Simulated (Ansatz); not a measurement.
# What NaGeCl3 (built on the sites of a database entry of CsGeBr3) distorts into, part 2 of 2

Aim: this structure of NaGeCl3 (built on the sites of a database entry of CsGeBr3) is to be tested for unstable modes, and one is followed downhill.

Ansatz 0.2.0; DFT PBEsol, scalar-relativistic, plane waves, PAW.

So far, highest frequency on the path or at a solved wavevector (cm⁻¹): step 2 (response at finite wavevector) 270. Also lowest frequency on the path (cm⁻¹): step 2 -90.6.

The structure was built from a prototype and need not be the compound's stable phase.

## (6) Relaxation from the frozen mode

Starting from the lowest point found, all atoms and the cell are let go, so that strain and other modes of the same symmetry can join in.

input.yaml

```yaml
crystal:
  lattice:
    - [5.1317724219, 5.1317724219, 0.0]
    - [5.1317724219, 0.0, 5.1317724219]
    - [5.1317724219, 0.0, -5.1317724219]
  atoms:
    - { symbol: Na, position: [0.0826739835, -0.0826739835, 0.0] }
    - { symbol: Na, position: [-0.0826739835, 0.5826739835, 0.5] }
    - { symbol: Ge, position: [0.5, 0.25, 0.75] }
    - { symbol: Ge, position: [0.5, 0.75, 0.25] }
    - { symbol: Cl, position: [0.5, -0.0080137557, -0.0080137557] }
    - { symbol: Cl, position: [0.5, 0.5080137557, 0.5080137557] }
    - { symbol: Cl, position: [0.0, 0.5080137557, 0.0080137557] }
    - { symbol: Cl, position: [0.0, -0.0080137557, 0.4919862443] }
    - { symbol: Cl, position: [0.5160275113, -0.0160275113, 0.5] }
    - { symbol: Cl, position: [0.4839724887, 0.5160275113, 0.0] }
kpoints:
  mp_grid: { grid: [6, 6, 6] }
hamiltonian:
  xc: pbesol
scf:
  occupations: { method: fixed }
output:
  forces: true
  stress: true
  eigenvalues: true
relax:
  adjacent_minimum: "off"
  f_tol: 0.002
  max_steps: 120
  cell: { stress_tol: 0.03 }
```

The run is started by

```console
$ ansatz run input.yaml --threads 8 --pin off --max-ram 14336MiB --backend cpu --events-out ev --progress --plain --runs-dir out
```

Numbers of over 12 decimals in the logs are rounded to 6 here.

Output:

```text
[...]
Crystal: 10 atoms, lattice volume = 270.291 Å³
Basis set: ecut = 420 eV, 5209 PW (Γ), exchange–correlation on 100×100×100 points (8 copies of the dense FFT grid, shifted against one another)
Bands: 54, of which v1, the nominal top of the filled ones, is band 44 counted from 1 (43 counted from 0)
Symmetry: 8 space group operations
[...]
k-points: 46 of 216
[...]
SCF iter   1: F=—  HF=-17834.497001 eV  |F-HF|=—  |Δ(HF+E_count)|=         —  Δρ=2.78e-3  dr2=2.93e-2  ethr=1.77e-3  ⟨swp⟩=4.8  Hψ=8054  notcnv=0  defer=328
[...]
SCF iter   7: F=-17834.481446 eV  HF=-17834.481446 eV  |F-HF|=7.17e-8  |Δ(HF+E_count)|=   8.59e-7  Δρ=4.30e-6  dr2=4.60e-8  ethr=1.14e-10  ⟨swp⟩=13.2  Hψ=15342  notcnv=0
the search or the solves at the SCF's close seem to have found levels that the self-consistency loop had missed (the run counts 1). By its estimate they hold under 1e-12 electrons; where the run keeps them, the occupations were computed again with them
SCF 1 converged in 7 iterations: F = -17834.481446 eV  dr2 = 4.60e-8
[...]
relax step   1: F+E_penalty+E_count = -17834.48144631 eV  Δ(F+E_penalty+E_count) = +0.000e0 eV  max|allowed force component| = 1.281e-1 eV/Å  Δτ_max = 0.0000 Å  P = +0.330 GPa  Ω = 270.291 Å³  (7 SCF iters, dr2 threshold 1.00e-7 eV, accepted)
Crystal: 10 atoms, lattice volume = 275.532 Å³
Basis set: ecut = 420 eV, 5393 PW (Γ), exchange–correlation on 100×100×100 points (8 copies of the dense FFT grid, shifted against one another)
[...]
iter 1 solved again at ethr=2.16e-4 eV; its pass at ethr=3.10e-3 eV (dr2=1.90e-1 eV) is discarded
[...]
SCF iter   7: F=-17834.531026 eV  HF=-17834.531025 eV  |F-HF|=1.26e-6  |Δ(HF+E_count)|=   6.14e-6  Δρ=9.02e-6  dr2=2.86e-7  ethr=1.14e-9  ⟨swp⟩=12.6  Hψ=13308  notcnv=0
SCF 2 converged in 7 iterations: F = -17834.531026 eV  dr2 = 2.86e-7
relax step   2: F+E_penalty+E_count = -17834.53102642 eV  Δ(F+E_penalty+E_count) = -4.958e-2 eV  max|allowed force component| = 1.550e-1 eV/Å  Δτ_max = 0.1443 Å  P = -0.195 GPa  Ω = 275.532 Å³  energy of the carried Pulay correction = -1.916e-4 eV  (7 SCF iters, dr2 threshold 1.00e-6 eV, accepted)
Crystal: 10 atoms, lattice volume = 278.407 Å³
Basis set: ecut = 420 eV, 5437 PW (Γ), exchange–correlation on 100×100×100 points (8 copies of the dense FFT grid, shifted against one another)
[...]
SCF iter   7: F=-17834.621911 eV  HF=-17834.621911 eV  |F-HF|=4.33e-7  |Δ(HF+E_count)|=   3.15e-6  Δρ=7.60e-6  dr2=2.89e-7  ethr=1.14e-9  ⟨swp⟩=13.1  Hψ=13059  notcnv=0
SCF 3 converged in 7 iterations: F = -17834.621911 eV  dr2 = 2.89e-7
relax step   3: F+E_penalty+E_count = -17834.62191130 eV  Δ(F+E_penalty+E_count) = -9.088e-2 eV  max|allowed force component| = 1.769e-1 eV/Å  Δτ_max = 0.1957 Å  P = -0.213 GPa  Ω = 278.407 Å³  energy of the carried Pulay correction = -2.952e-4 eV  (7 SCF iters, dr2 threshold 1.00e-6 eV, accepted)
[... from here on, the SCF cycles and remarks between the steps are left out ...]
relax step   4: F+E_penalty+E_count = -17834.73769622 eV  Δ(F+E_penalty+E_count) = -1.158e-1 eV  max|allowed force component| = 1.474e-1 eV/Å  Δτ_max = 0.1956 Å  P = -0.077 GPa  Ω = 280.094 Å³  energy of the carried Pulay correction = -3.555e-4 eV  (7 SCF iters, dr2 threshold 1.00e-6 eV, accepted)
relax step   5: F+E_penalty+E_count = -17834.82938325 eV  Δ(F+E_penalty+E_count) = -9.169e-2 eV  max|allowed force component| = 1.003e-1 eV/Å  Δτ_max = 0.1946 Å  P = -0.091 GPa  Ω = 280.751 Å³  energy of the carried Pulay correction = -3.788e-4 eV  (7 SCF iters, dr2 threshold 1.00e-6 eV, accepted)
relax step   6: F+E_penalty+E_count = -17834.87373176 eV  Δ(F+E_penalty+E_count) = -4.435e-2 eV  max|allowed force component| = 7.922e-2 eV/Å  Δτ_max = 0.1379 Å  P = +0.618 GPa  Ω = 269.835 Å³  energy of the carried Pulay correction = +1.686e-5 eV  (7 SCF iters, dr2 threshold 6.29e-7 eV, accepted)
relax step   7: F+E_penalty+E_count = -17834.89867671 eV  Δ(F+E_penalty+E_count) = -2.494e-2 eV  max|allowed force component| = 4.592e-2 eV/Å  Δτ_max = 0.0906 Å  P = +0.247 GPa  Ω = 271.135 Å³  energy of the carried Pulay correction = -3.109e-5 eV  (6 SCF iters, dr2 threshold 1.00e-6 eV, accepted)
relax step   8: F+E_penalty+E_count = -17834.91296997 eV  Δ(F+E_penalty+E_count) = -1.429e-2 eV  max|allowed force component| = 3.276e-2 eV/Å  Δτ_max = 0.1082 Å  P = -0.195 GPa  Ω = 271.359 Å³  energy of the carried Pulay correction = -3.935e-5 eV  (7 SCF iters, dr2 threshold 3.09e-7 eV, accepted)
relax step   9: F+E_penalty+E_count = -17834.93398248 eV  Δ(F+E_penalty+E_count) = -2.101e-2 eV  max|allowed force component| = 5.637e-2 eV/Å  Δτ_max = 0.1576 Å  P = -0.286 GPa  Ω = 266.913 Å³  energy of the carried Pulay correction = +1.255e-4 eV  (8 SCF iters, dr2 threshold 1.51e-7 eV, accepted)
relax step  10: F+E_penalty+E_count = -17835.00135768 eV  Δ(F+E_penalty+E_count) = -6.738e-2 eV  max|allowed force component| = 1.169e-1 eV/Å  Δτ_max = 0.1911 Å  P = -0.500 GPa  Ω = 260.285 Å³  energy of the carried Pulay correction = +3.764e-4 eV  (7 SCF iters, dr2 threshold 5.65e-7 eV, accepted)
relax step  11: F+E_penalty+E_count = -17835.12894360 eV  Δ(F+E_penalty+E_count) = -1.276e-1 eV  max|allowed force component| = 1.187e-1 eV/Å  Δτ_max = 0.2000 Å  P = -0.306 GPa  Ω = 252.848 Å³  energy of the carried Pulay correction = +6.655e-4 eV  (7 SCF iters, dr2 threshold 1.00e-6 eV, accepted)
relax step  12: F+E_penalty+E_count = -17835.16187569 eV  Δ(F+E_penalty+E_count) = -3.293e-2 eV  max|allowed force component| = 1.338e-1 eV/Å  Δτ_max = 0.1967 Å  P = +0.123 GPa  Ω = 246.951 Å³  energy of the carried Pulay correction = +9.007e-4 eV  (7 SCF iters, dr2 threshold 8.81e-7 eV, accepted)
relax step  13: F+E_penalty+E_count = -17835.18296538 eV  Δ(F+E_penalty+E_count) = -2.109e-2 eV  max|allowed force component| = 1.416e-2 eV/Å  Δτ_max = 0.0734 Å  P = -0.023 GPa  Ω = 248.447 Å³  energy of the carried Pulay correction = +8.405e-4 eV  (6 SCF iters, dr2 threshold 1.00e-6 eV, accepted)
relax step  14: F+E_penalty+E_count = -17835.18437024 eV  Δ(F+E_penalty+E_count) = -1.405e-3 eV  max|allowed force component| = 7.510e-3 eV/Å  Δτ_max = 0.0329 Å  P = +0.014 GPa  Ω = 248.098 Å³  energy of the carried Pulay correction = +8.545e-4 eV  (6 SCF iters, dr2 threshold 6.18e-8 eV, accepted)
relax step  15: F+E_penalty+E_count = -17835.18439170 eV  Δ(F+E_penalty+E_count) = -2.146e-5 eV  max|allowed force component| = 1.213e-2 eV/Å  Δτ_max = 0.0102 Å  P = -0.014 GPa  Ω = 248.349 Å³  energy of the carried Pulay correction = +8.444e-4 eV  (6 SCF iters, dr2 threshold 4.76e-9 eV, accepted)
relax step  16: F+E_penalty+E_count = -17835.18454994 eV  Δ(F+E_penalty+E_count) = -1.582e-4 eV  max|allowed force component| = 6.212e-4 eV/Å  Δτ_max = 0.0046 Å  P = +0.002 GPa  Ω = 248.229 Å³  energy of the carried Pulay correction = +8.493e-4 eV  (6 SCF iters, dr2 threshold 9.19e-9 eV, accepted)
Basis set: ecut = 420 eV, 4855 PW (Γ), exchange–correlation on 96×96×96 points (8 copies of the dense FFT grid, shifted against one another)
[...]
SCF iter   6: F=-17835.183585 eV  HF=-17835.183585 eV  |F-HF|=4.37e-10  |Δ(HF+E_count)|=   3.30e-9  Δρ=1.05e-7  dr2=3.01e-11  ethr=1.00e-12  ⟨swp⟩=12.5  Hψ=13198  notcnv=0
SCF 17 converged in 6 iterations: F = -17835.183585 eV  dr2 = 3.01e-11
relax step  17: F+E_penalty+E_count = -17835.18358532 eV  Δ(F+E_penalty+E_count) = +9.646e-4 eV  max|allowed force component| = 6.290e-4 eV/Å  Δτ_max = 0.0000 Å  P = +0.004 GPa  Ω = 248.229 Å³  stress off target by 7.45e-3 GPa  SCF on the basis re-selected at this cell (its energy is not comparable with the rows above)  (6 SCF iters)
basis re-selected at this cell: Δ(F+E_penalty+E_count) = +9.646e-4 eV, ΔP = +0.002 GPa vs the last step (what re-selecting the basis moved, of the pressure what is left beyond the Pulay correction that the steps carried, after the strain that the cell walked since its last selection, with what the two solves' SCF thresholds leave and, on support functions, any second-order correction that the steps lacked; it is no measure of the basis error at this ecutwfc). The dense FFT grid was sized anew with the basis: this SCF ran on 48×48×48 points, the steps before it on 50×50×50, so part of this shift can come from that change (see relax.cell in the input reference). [rest of the remark cut]
SCF converged after 6 iterations
Free energy (F): -17835.183585 eV
[...]
Internal energy: -17835.183585 eV  (E = F + TS)
E sigma→0 (E₀):  -17835.183585 eV
Fermi energy:    4.124324 eV
[...]
--- Forces (eV/Å), atoms counted from 1 ---
  atom   1  Na     0.00000000     0.00006996    -0.00006996
  atom   2  Na     0.00000000    -0.00006996     0.00006996
  atom   3  Ge     0.00000000     0.00000000     0.00000000
  atom   4  Ge     0.00000000     0.00000000     0.00000000
  atom   5  Cl     0.00009613     0.00000000     0.00000000
  atom   6  Cl    -0.00009613     0.00000000     0.00000000
  atom   7  Cl    -0.00009613     0.00000000    -0.00000000
  atom   8  Cl     0.00009613     0.00000000     0.00000000
  atom   9  Cl     0.00000000    -0.00062904     0.00062904
  atom  10  Cl     0.00000000     0.00062904    -0.00062904
  max |Σ_I F_I| component: 5.20e-18 eV/Å
--- Stress (GPa, compression-positive) ---
        0.003990      -0.000000       0.000000
       -0.000000       0.004240      -0.003208
        0.000000      -0.003208       0.004240
  P = ⅓ Tr σ = 0.0042 GPa (0.042 kbar)
--- Band table (eV; the first three rows and the last of 46) ---
  k-point 0: bands = [... 40 lower, 1.4609, 1.6514, 1.7277, 4.1243, 5.3941, 5.7154, 5.9940, 7.2502, ... 6 higher]
  k-point 1: bands = [... 40 lower, 1.4086, 1.6384, 1.9052, 3.7459, 5.6966, 5.9612, 6.2913, 7.4397, ... 6 higher]
  k-point 2: bands = [... 40 lower, 1.4877, 1.5892, 2.1288, 3.0575, 6.4536, 6.5086, 6.9000, 7.7647, ... 6 higher]
  k-point 45: bands = [... 40 lower, 1.2448, 1.6771, 2.0197, 3.0164, 5.5271, 6.2591, 6.3188, 8.1685, ... 6 higher]
--- Relaxed structure (16 steps of the walk, 16 accepted, 1 SCFs on fresh bases) ---
  F+E_penalty+E_count = -17835.18358532 eV   max|allowed force component| = 6.290e-4 eV/Å   (the final SCF, on the basis selected at the relaxed cell)
  cell:  # Å, volume = 248.2285 Å³
    - [4.934742, 5.017453, 0.153995]
    - [4.934742, 0.153995, 5.017453]
    - [4.934742, -0.153995, -5.017453]
  atoms:
    - { symbol: Na, position: [0.046915, -0.046915, 0.0] }
    - { symbol: Na, position: [-0.046915, 0.546915, 0.500000] }
    - { symbol: Ge, position: [0.500000, 0.250000, 0.75] }
    - { symbol: Ge, position: [0.5, 0.75, 0.250000] }
    - { symbol: Cl, position: [0.500000, -0.072675, -0.072675] }
    - { symbol: Cl, position: [0.500000, 0.572675, 0.572675] }
    - { symbol: Cl, position: [0.0, 0.572675, 0.072675] }
    - { symbol: Cl, position: [0.0, -0.072675, 0.427325] }
    - { symbol: Cl, position: [0.355741, 0.144259, 0.500000] }
    - { symbol: Cl, position: [0.644259, 0.355741, 0.0] }
```

The job ended after 2.8 min (8 threads of Arm Neoverse N1, shared host; peak memory 1.3 GiB; 22 min of CPU time).

Step by step:

```csv
step,energy less that of the first step (eV),largest force component (eV/Å),pressure (GPa),volume (Å³)
1,0.0000,0.1281,0.33,270.29
2,-0.0496,0.1550,-0.20,275.53
3,-0.1405,0.1769,-0.21,278.41
4,-0.2562,0.1474,-0.08,280.09
5,-0.3479,0.1003,-0.09,280.75
6,-0.3923,0.0792,0.62,269.84
7,-0.4172,0.0459,0.25,271.13
8,-0.4315,0.0328,-0.19,271.36
9,-0.4525,0.0564,-0.29,266.91
10,-0.5199,0.1169,-0.50,260.28
11,-0.6475,0.1187,-0.31,252.85
12,-0.6804,0.1338,0.12,246.95
13,-0.7015,0.0142,-0.02,248.45
14,-0.7029,0.0075,0.01,248.10
15,-0.7029,0.0121,-0.01,248.35
16,-0.7031,0.0006,0.00,248.23
17*,-0.7021,0.0006,0.00,248.23
```

Relaxation steps marked * repeat the geometry before them on a plane-wave basis chosen anew for their cell, so energy and pressure can jump there.

The run keeps the 8 symmetry operations that it works with, so distortions that break them were not tested.

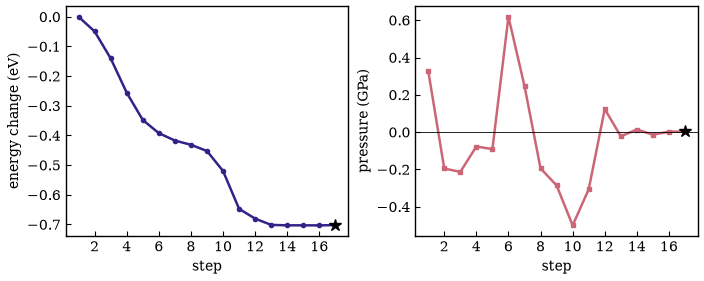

Energy and pressure along the relaxation. Stars mark steps on a basis chosen anew.

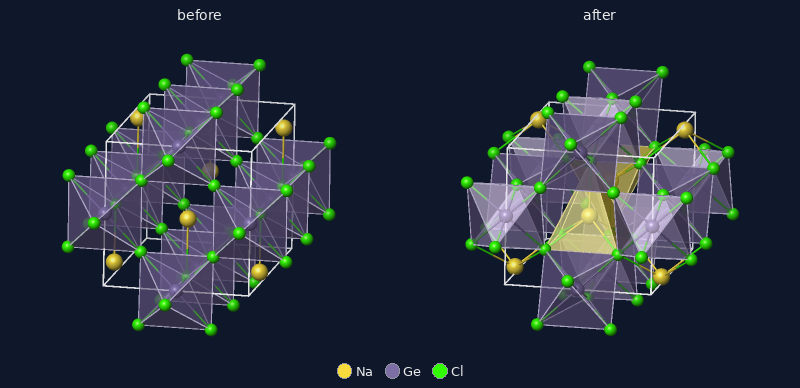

Before and after, at one scale.

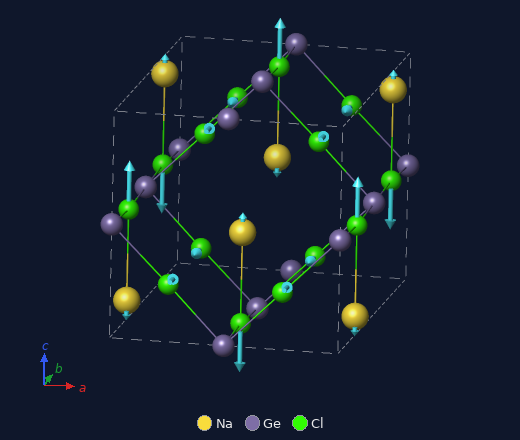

Displacements in the relaxation, exaggerated, measured against the changing cell; the longest in the cell stands for 1.10 Å. Bonds to atoms that aren't drawn are left out. Some periodic images of atoms are drawn too.

```csv
"conventional cell, symmetrised",before,after,change
a (Å),7.257,7.314,+0.8 %
b (Å),10.264,9.869,-3.8 %
c (Å),7.257,6.878,-5.2 %
volume (Å³/atom),27.03,24.82,-8.2 %
```

The atoms that moved most (Å, as changes of fractional coordinates times the final cell):

```csv
atom,dx,dy,dz,length
Cl9,0.000,-0.780,0.780,1.102
Cl10,0.000,0.780,-0.780,1.102
Cl5,-0.638,0.000,0.000,0.638
Cl8,-0.638,0.000,0.000,0.638
Cl7,0.638,0.000,0.000,0.638
Cl6,0.638,0.000,0.000,0.638
Na2,0.000,0.174,-0.174,0.246
Na1,0.000,-0.174,0.174,0.246
```

Final coordinates:

```cif
data_structure
_symmetry_space_group_name_H-M 'P 1'
_symmetry_Int_Tables_number 1
_cell_length_a 7.0392
_cell_length_b 7.0392
_cell_length_c 7.0392
_cell_angle_alpha 90.979
_cell_angle_beta 62.596
_cell_angle_gamma 58.490
_cell_volume 248.23
loop_
_atom_site_label
_atom_site_type_symbol
_atom_site_fract_x
_atom_site_fract_y
_atom_site_fract_z
_atom_site_occupancy
Na1 Na 0.04692 0.95308 0.00000 1
Na2 Na 0.95308 0.54692 0.50000 1
Ge3 Ge 0.50000 0.25000 0.75000 1
Ge4 Ge 0.50000 0.75000 0.25000 1
Cl5 Cl 0.50000 0.92732 0.92732 1
Cl6 Cl 0.50000 0.57268 0.57268 1
Cl7 Cl 0.00000 0.57268 0.07268 1
Cl8 Cl 0.00000 0.92732 0.42732 1
Cl9 Cl 0.35574 0.14426 0.50000 1
Cl10 Cl 0.64426 0.35574 0.00000 1
```

Numbers from this step:

| Quantity | Value |
| --- | --- |
| pressure | 0.004157 GPa |
| gap on the k-mesh | 1.270 eV |
| volume per atom | 24.82 Å³ |

The distorted start has space group Imma; the relaxation ends in Imma.

## (7) The phases reached

The phases reached along the modes that were followed are set side by side.

Energies are those of the first relaxation, on the mesh of the frozen mode; space group, volume and gap are those of the last relaxation. Phases, by row:

```csv
mode frozen in,space group,energy from parent (meV/atom),volume (Å³/atom),gap on mesh (eV),lowest zone-centre optical mode (cm⁻¹),largest shift (Å)
parent,Pm-3m,0,27.03,0.361,–,–
"q = (0, 0, 0), 91i cm⁻¹",P4mm,-56.91,30.4,1.092,-82.5,1.362
"q = (0, 0, 0), 91i cm⁻¹",R3m,-52.92,30.5,1.457,-18.1,1.249
"q = (0, 0, 0), 91i cm⁻¹",Amm2,-60.49,30.43,1.439,-58.5,1.387
"q = (-0.5, -0.5, -0.5), 84i cm⁻¹",I4/mmm,-26.72,27.8,0.732,–,0.902
"q = (-0.5, -0.5, -0.5), 84i cm⁻¹",R-3m,-30.9,27.95,0.698,–,1.038
"q = (-0.5, -0.5, -0.5), 84i cm⁻¹",Imma,-88.3,24.82,1.27,–,0.992
```

## (8) What came out

| Property | Result |
| --- | --- |
| unstable mode of the parent | q = (-0.5, -0.5, -0.5), 84i cm⁻¹ |
| depth at the lowest point sampled | 18.1 meV/atom |
| largest atomic shift at that point | 0.6 Å |
| space group reached (within 0.01 Å) | Imma |
| energy gained over the parent (first relaxation, on the mesh of the frozen mode) | 88.3 meV/atom |
| volume per atom, phase reached | 24.8 Å³ |
| gap on the k-mesh, phase reached | 1.27 eV |

In words: From this start the structure relaxes into Imma, 88.3 meV/atom below the parent. At the parent's cell the well is 18.09 meV/atom deep on the steps tried, with its lowest point at a shift of 0.6 Å. That is the last step tried, so the steps alone don't bracket the bottom of the well. Relaxing atoms and cell changes the gain by +70.21 meV/atom against the lowest step (energies at zero smearing). Most of the total comes from this relaxation. The frozen pattern makes up only 5 % of the final shifts of the atoms, so other modes or strain give most of the change. The modes of the phase reached were not computed on this path. Of the 6 patterns followed to their end from this parent, this one reaches the lowest energy. Each path keeps the symmetry of its pattern, so a lower phase may lie along a pattern not tried. The starting cell was built on a prototype and not taken from a measurement, so the phase need not exist.

[Logs are printed without paths, hosts, clocks, repeated set-up lines and the standing remarks that a program may print on its own settings, such as how far it seeks lower states.]

[Hosts, paths, dates, database ids (printed as entryN), source tags and the programs' standing remarks are cut or masked in the printed files.]
